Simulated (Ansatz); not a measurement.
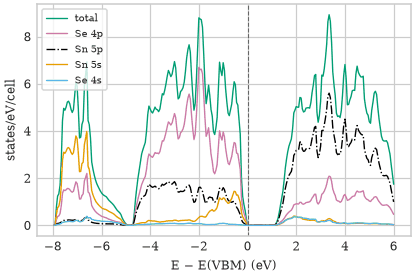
Figure. Total and projected density of states of SnSe in space group Pnma (No. 62; Sn on 4c, Se on 4c), the program Ansatz at the r²SCAN level (PAW)

Question: Which orbitals carry the states next to the gap?

Answer: Top 1 eV of the valence band: Se 4p 58 %, Sn 5s 22 %, Sn 5p 18 %. Bottom 1 eV of the conduction band: Sn 5p 63 %, Se 4p 17 %, Sn 5s 8 %, Se 4s 8 %. Projections are on Löwdin-orthogonalised atomic valence shells; empty p or d shells of many metals are not among them.

Question: Where is the tallest occupied peak in this window, and what makes it?

Answer: Near -2.0 eV, about 8.8 states/eV per cell; the largest projected share is Se 4p.

The r²SCAN relaxation kept the symmetry of its start. A crystal of weakly bound layers computed without a dispersion correction: the cell and the soft elastic constants depend strongly on that. Scalar-relativistic: spin–orbit coupling is off unless named, which matters more the heavier the elements.

Potentials: the earlier of the program's two PAW sets.
